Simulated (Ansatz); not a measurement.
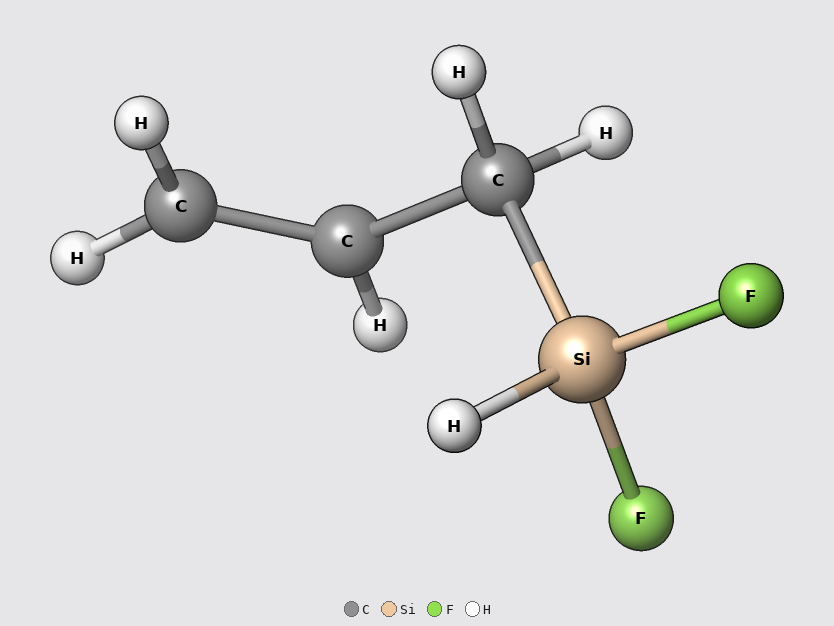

Rendered structure (ball-and-stick style).

The computed structure is the end point of a PBE0-D4/def2-TZVP optimisation.

**Give the formula.**

C₃H₆F₂Si, 12 atoms: 3 carbon, 6 hydrogen, 2 fluorine and 1 silicon.

**Name functional groups in it.**

Among them: alkene, Si–H bond.

**Count the bonded pairs by element.**

5 C–H, 2 C–C, 2 F–Si, 1 C–Si, 1 Si–H.

More results for the same structure follow; atom numbers are the same in all pictures, views and colours differ.

**Symmetry**

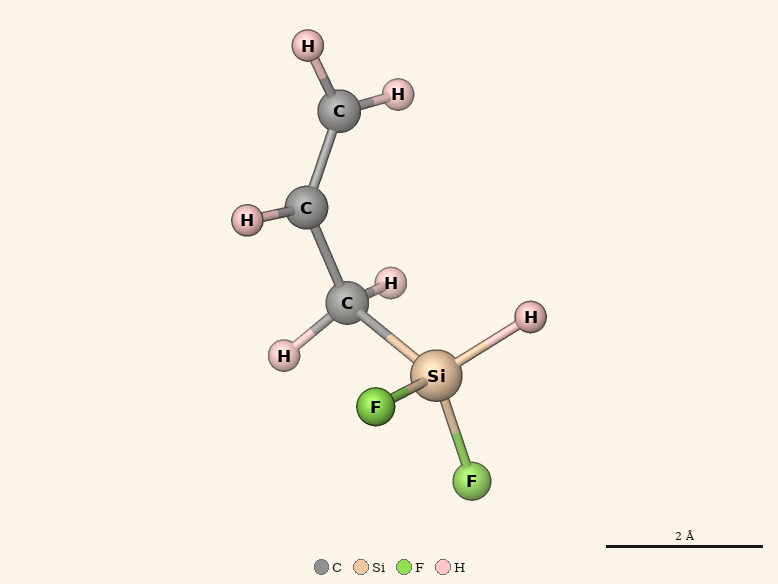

Atoms fade into the background with distance from the viewer. Masses are those of the most abundant isotopes; constants are for the rigid equilibrium geometry.

**Classify the rotor and give the rotational constants (MHz).**

An asymmetric top (C1): A = 5751, B = 1596, C = 1385 MHz. Ray's parameter κ is −0.90, close to the prolate limit.

**Electronic properties**

Method: RKS r2SCAN0-D4/def2-TZVPP (Ansatz 0.2.0).

Computed properties:

- HOMO energy (Kohn–Sham orbital): −7.69 eV
- LUMO energy (Kohn–Sham orbital): −0.07 eV
- HOMO–LUMO gap: 7.62 eV
- dispersion correction: −7.2 kJ/mol

**Vibrations**

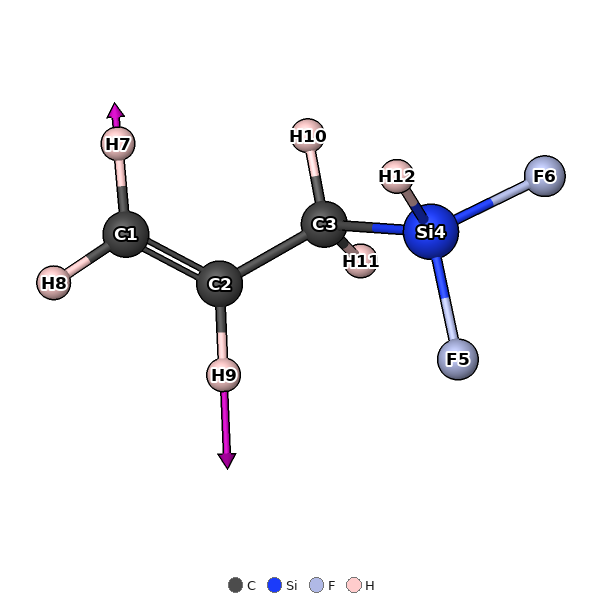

The arrows show one normal mode. Harmonic vibrations computed with RKS PBE0-D4/def2-TZVP (Ansatz 0.2.0) at a stationary point of the same level.

**Describe the motion.**

Mostly C–H stretching.

**Estimate its harmonic wavenumber.**

3163 cm⁻¹; it is mode 29 of 30 counted from the lowest.

**Dipole moment**

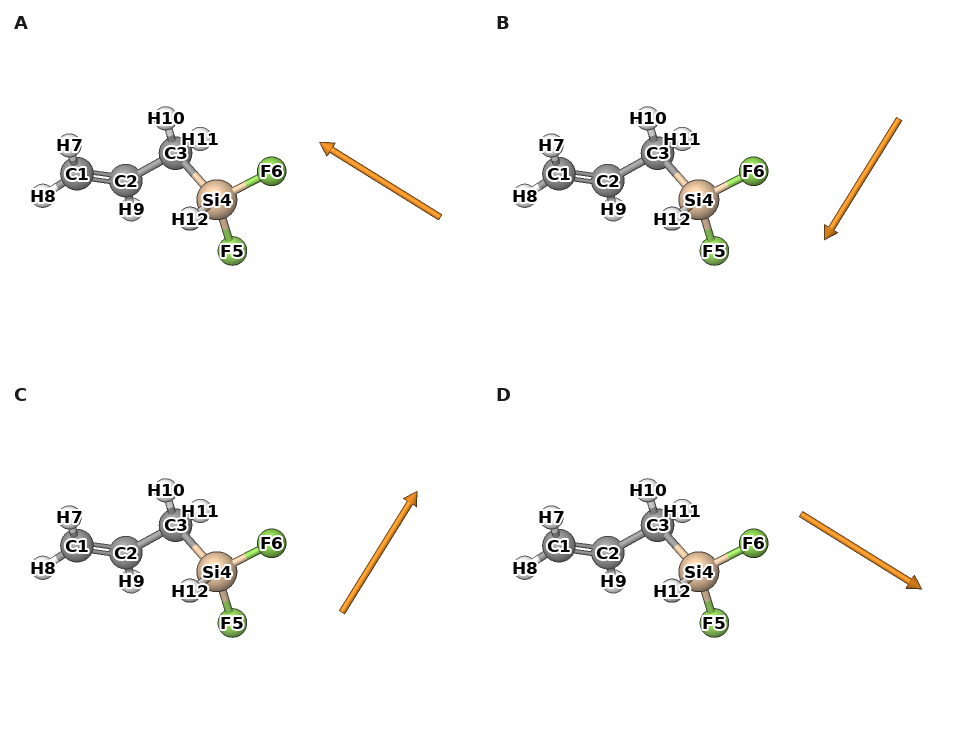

The same molecule four times, each with an arrow. Method: RKS B3LYP-D4/def2-TZVPP (Ansatz 0.2.0).

**Which arrow points along the dipole moment, from the negative to the positive end?**

A. The dipole moment is 1.80 D; it points from the side of F5, F6 to the side of H7, H8 (the outermost atoms at the two ends).
